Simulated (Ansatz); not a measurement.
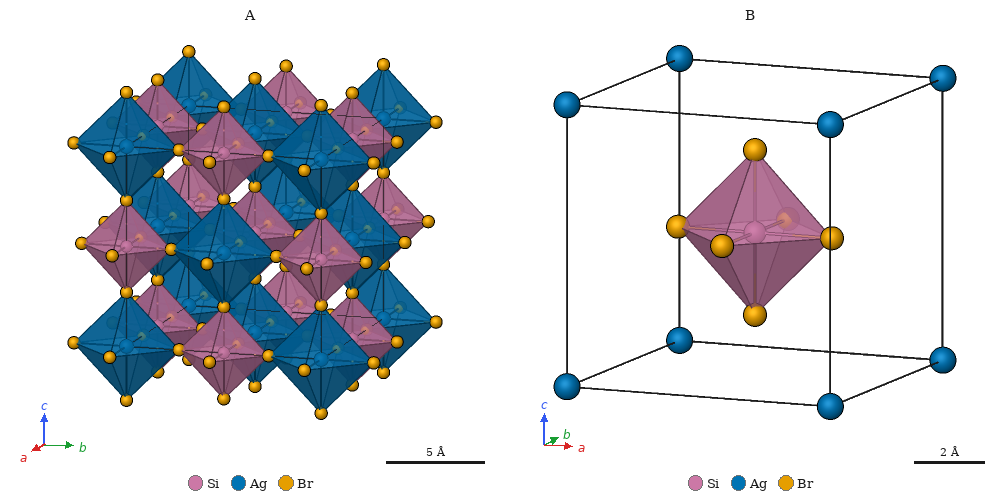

Two structures of SiAgBr₆, each relaxed to rest (conventional cells in solid outline, small ones repeated, not to one scale). Method: DFT PBE, scalar-relativistic, plane waves, PAW in Ansatz, without spin polarisation.

Question: Which two forms are compared?

Answer: A: 32 atoms a cell on a face-centred cubic lattice, Fm-3m. B: 8 atoms a cell on a primitive cubic lattice, Pm-3m.

Question: What is the energy order of the two?

Answer: A is lower, by 299 meV/atom at this level of theory (energies at zero smearing). Volumes: A 36.4, B 68.6 Å³/atom.

One or both may be structure types tried for this composition rather than known phases.
